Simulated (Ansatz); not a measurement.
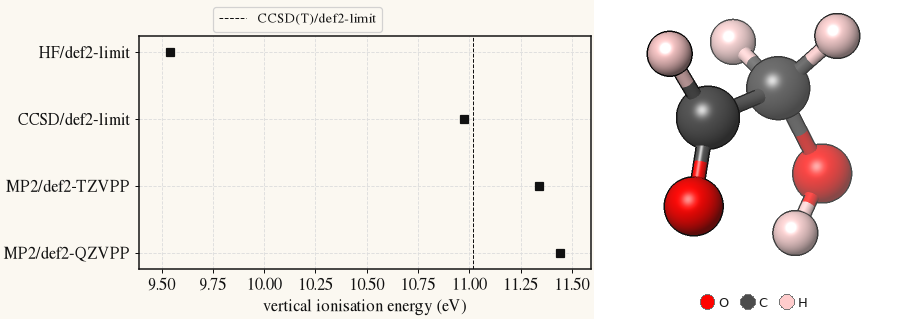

Vertical ionisation energy of C₂H₄O₂, SMILES O=CCO, taken as the energy of the cation less that of the neutral at fixed geometry (unrestricted doublet cation, cores frozen in correlated methods, no spin-orbit coupling), the Ansatz code 0.2.0, at a PBE0-D4/def2-TZVP geometry (a minimum by its frequencies). Limit means an estimate of the basis limit from triple and quadruple zeta; for coupled cluster it is either extrapolated directly or built as the MP2 limit plus the step from MP2 in triple zeta. The distance of MP2/def2-TZVPP and MP2/def2-QZVPP to the limit includes basis error.

Question: What range do the values span, the line included?

Answer: From 9.54 eV (HF/def2-limit) to 11.44 eV (MP2/def2-QZVPP).

Question: Which level comes closest to the line (CCSD(T)/def2-limit), and which misses most?

Answer: Closest CCSD/def2-limit (10.98 eV), against 11.02 eV; farthest HF/def2-limit (9.54 eV).

Limits of at least one run: one conformer of a flexible molecule.
